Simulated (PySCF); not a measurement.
Molecule: SMILES [SiH3]C[SiH2][GeH3]. Atoms near the plane z = 0.0 Å, at the GFN2-xTB optimised geometry (x, y, z in Å): Si1 (1.8, -0.5, 0.0), C2 (-0.1, -0.5, 0.0), Si3 (-0.9, 1.2, 0.0), H7 (2.3, -1.9, 0.0), H8 (-0.4, -1.1, 0.9), H9 (-0.4, -1.1, -0.9), H11 (-2.3, 1.1, 0.0).

Level of theory: B3LYP/def2-TZVP run with PySCF. Cells within 0.4 Å of a nucleus heavier than hydrogen are left out (blank, or x). The values are rescaled to run from 0 to 1.

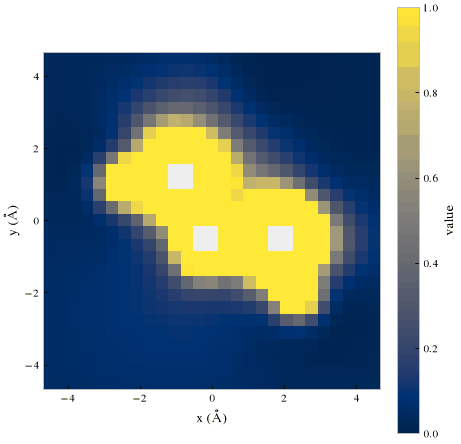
Figure: a field on the plane z = 0.0 Å.

Q: Which quantity is mapped?
(A) log10 of the electron density
(B) Laplacian of the electron density
(C) deformation density (molecule minus spherical neutral atoms)
(D) electrostatic potential

A: D, electrostatic potential. In full: electrostatic potential (hartree/e), clipped to [-0.08, 0.12].
